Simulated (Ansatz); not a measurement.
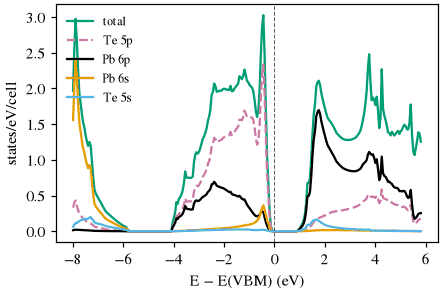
Total and projected density of states of TePb (rock salt, Fm-3m), plane-wave PAW PBE (Ansatz code)

Task: Which orbitals carry the states next to the gap?

Result: Top 1 eV of the valence band: Te 5p 77 %, Pb 6p 11 %, Pb 6s 9 %. Bottom 1 eV of the conduction band: Pb 6p 78 %, Te 5s 9 %, Te 5p 9 %. Projections are on Löwdin-orthogonalised atomic valence shells; empty p or d shells of many metals are not among them.

Task: Where is the tallest occupied peak in this window, and what makes it?

Result: Near -0.4 eV, about 3.0 states/eV per cell; the largest projected share is Te 5p.

The cell was relaxed with PBE under the symmetry of its start. Scalar-relativistic: spin–orbit coupling is off unless named, which matters more the heavier the elements.

Potentials: the later of the program's two PAW sets.
